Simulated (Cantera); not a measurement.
A closed system holds: 1 mol PbS, 0.65 mol H2, held at 1.00 bar.

Method: chemical equilibrium by Gibbs-energy minimisation in Cantera with the NASA 1993 tables (ideal gas, pure condensed phases). Candidate condensed phases: Pb, PbS, S; 10 gas species. Mutual solubility and eutectic melting of coexisting phases are not modelled. Gases not in the tables: S3 to S7. The numbers say what is thermodynamically allowed, not how fast it happens.

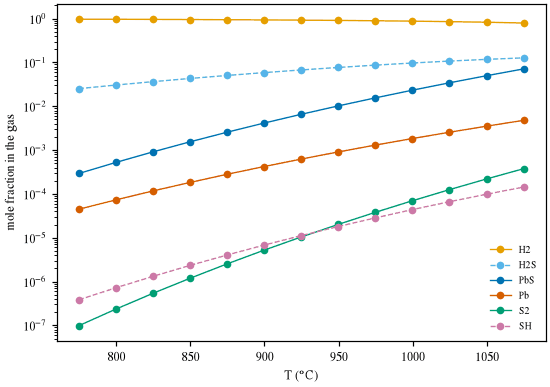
*Equilibrium gas composition (values under 1e-9 drawn at 1e-9)*

From 775 °C to 1075 °C the condensed part is Pb(l) + PbS(s). The main Pb-bearing gas is PbS throughout.
